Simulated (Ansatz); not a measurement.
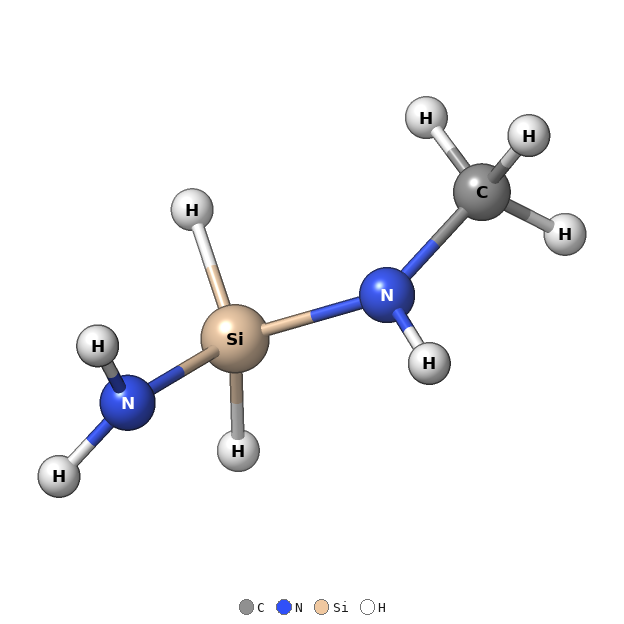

Starting geometry of the run.

Input file:

```yaml
crystal:
  periodic: [false, false, false]
  atoms:
    - {symbol: C, position_ang: [-1.512422, 1.046041, 0.573332]}
    - {symbol: N, position_ang: [-0.749955, 0.058209, -0.154056]}
    - {symbol: Si, position_ang: [0.827334, -0.468231, 0.244646]}
    - {symbol: N, position_ang: [1.582783, -1.025513, -1.186089]}
    - {symbol: H, position_ang: [-2.099523, 1.673738, -0.104882]}
    - {symbol: H, position_ang: [-0.828750, 1.704864, 1.114062]}
    - {symbol: H, position_ang: [-2.199720, 0.612337, 1.310957]}
    - {symbol: H, position_ang: [-1.309166, -0.542577, -0.739349]}
    - {symbol: H, position_ang: [0.950076, -1.632014, 1.174357]}
    - {symbol: H, position_ang: [1.430286, 0.716111, 0.926303]}
    - {symbol: H, position_ang: [2.249434, -1.777907, -1.149892]}
    - {symbol: H, position_ang: [1.736621, -0.420361, -1.975390]}
basis:
  gaussian: {orbitals: STO-3G, nuclear_model: gaussian}
total_charge: 1
magnetization: {spin_polarized: true, initial_magnetization: 1}
hamiltonian: {xc: {name: SPW92}}
scf: {lower_state_search: off}
output: {forces: true}
```

It was started with:

```sh
ansatz run in.yaml --threads 4 --pin off --events-out ev --progress --plain --max-ram 10444MiB
```

What the program printed:

```
Functional definition: SPW92
  name "SPW92"
  cite "Dirac, Proc. Camb. Phil. Soc. 26, 376 (1930) doi:10.1017/S0305004100016108"
  cite "Slater, Phys. Rev. 81, 385 (1951) doi:10.1103/PhysRev.81.385"
  cite "Perdew & Wang, Phys. Rev. B 45, 13244 (1992) doi:10.1103/PhysRevB.45.13244"
  exchange = slater_x
  correlation = pw_c
these checks for a lower state are left out or cut short: stability, starts, cluster_reference, orbital_swaps, neighbouring_geometries, increment
412 factors; integrals over basis functions are off by at most 3.8e-5 eV
mean field evaluation 1: about -11800.4408 eV, gradient 3.0e1 eV
mean field evaluation 2: about -11784.9643 eV, gradient 6.1e1 eV
mean field evaluation 4: about -11801.6549 eV, gradient 2.5e1 eV
mean field evaluation 8: about -11804.0891 eV, gradient 1.6e1 eV
mean field evaluation 16: about -11806.9736 eV, gradient 4.4e-4 eV
mean field -11806.97355412 eV, -433.8982750596 hartree, gradient 1.6e-6 eV, S^2 0.752065; 0 other end points of the search recorded, 0 dependent functions left out
the calculation of the forces begins
reference -11806.97358034 eV, -433.8982760233 hartree; 21, 20 occupied and 11, 12 virtual orbitals, 412 factors
Total energy: -11806.97358034 eV, -433.8982760233 hartree
Atom 0 at    -1.512422     1.046041     0.573332 Å, force     0.464974     0.569290     0.417820 eV/Å
Atom 1 at    -0.749955     0.058209    -0.154056 Å, force    -0.471734     1.213475     0.300618 eV/Å
Atom 2 at     0.827334    -0.468231     0.244646 Å, force     2.580571    -0.074993     3.337037 eV/Å
Atom 3 at     1.582783    -1.025513    -1.186089 Å, force    -1.377841     0.119535     0.358064 eV/Å
Atom 4 at    -2.099523     1.673738    -0.104882 Å, force    -0.532479     0.152614    -0.620102 eV/Å
Atom 5 at    -0.828750     1.704864     1.114062 Å, force     0.450346     0.297247     0.337433 eV/Å
Atom 6 at    -2.199720     0.612337     1.310957 Å, force    -0.552655    -0.463007     0.356852 eV/Å
Atom 7 at    -1.309166    -0.542577    -0.739349 Å, force    -1.673533    -1.404747    -1.540318 eV/Å
Atom 8 at     0.950076    -1.632014     1.174357 Å, force    -0.427814     0.514898    -0.580083 eV/Å
Atom 9 at     1.430286     0.716111     0.926303 Å, force    -0.351408    -0.520563    -0.633358 eV/Å
Atom 10 at     2.249434    -1.777907    -1.149892 Å, force     1.430264    -1.698127     0.069396 eV/Å
Atom 11 at     1.736621    -0.420361    -1.975390 Å, force     0.461309     1.294378    -1.803362 eV/Å
Dipole moment:     0.014521    -0.118551    -0.251791 e Å
Checks for a lower state left out: stability, starts, cluster_reference, orbital_swaps, neighbouring_geometries, increment
```

The run converged.
